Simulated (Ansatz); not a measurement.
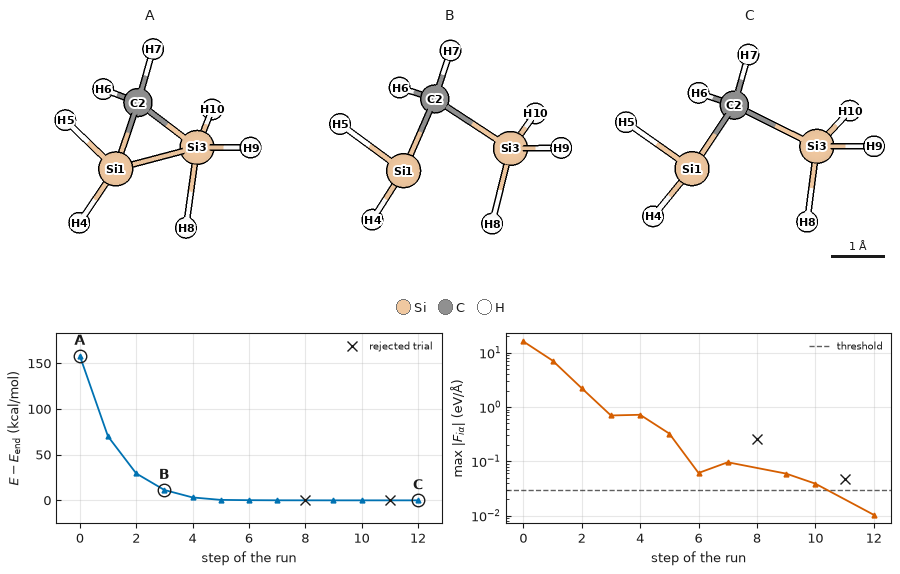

Frames of a relaxation of CH$_{7}$Si$_{2}$ (charge −1), marked on the history of the run. A ball-and-stick model, seen at a tilt.

It is one of the separated reactants of a reaction.

Theory: RKS PBE-D4/def2-SVPD in Ansatz.

Input
```yaml
crystal:
  periodic: [false, false, false]
  atoms:
    - {symbol: Si, position_ang: [-1.334255, 0.634418, 0.003679]}
    - {symbol: C, position_ang: [0.420137, 0.427021, -0.406836]}
    - {symbol: Si, position_ang: [0.480419, -0.525890, 0.701205]}
    - {symbol: H, position_ang: [-1.811683, -0.776691, -0.728933]}
    - {symbol: H, position_ang: [-1.093456, 1.354582, -1.098455]}
    - {symbol: H, position_ang: [0.806241, -0.054787, -1.403746]}
    - {symbol: H, position_ang: [1.012855, 1.439066, -0.239889]}
    - {symbol: H, position_ang: [-0.491792, -1.813580, 0.770660]}
    - {symbol: H, position_ang: [0.299560, 0.271898, 2.039326]}
    - {symbol: H, position_ang: [1.711975, -0.956039, 0.362989]}
basis:
  gaussian: {orbitals: def2-SVPD}
total_charge: -1
hamiltonian: {xc: pbe, dispersion: d4}
relax: {f_tol: 0.03, max_steps: 250}
```

Run as
```bash
ansatz run in.yaml --threads 2 --pin off --events-out ev --progress --plain --max-ram 4352MiB
```

> Describe the path.

The atom that moves furthest after the best rigid fit is H5 (0.87 Å). By element the largest moves are H 0.87 Å, Si 0.50 Å, C 0.09 Å. Among the contacts that change: Si1–Si3 2.264 → 3.144 Å, C2–Si3 1.463 → 1.865 Å, Si1–H5 1.338 → 1.563 Å, Si1–C2 1.814 → 2.015 Å. Among the angles between lasting bonds that change: C2–Si1–H5 72.6° → 95.7°, C2–Si3–H10 93.2° → 115.0°, Si1–C2–Si3 86.7° → 108.2°. The energy falls by 158.2 kcal/mol in 10 accepted moves (12 points after the start). Largest force component: 16 eV/Å at the start, 0.01 eV/Å at the end. The line search rejected the trial steps at points 8, 11 of the run. From step 0 to 3: H5 moves most (0.58 Å), energy −146.9 kcal/mol. From step 3 to 12: H4 moves most (0.42 Å), energy −11.4 kcal/mol.
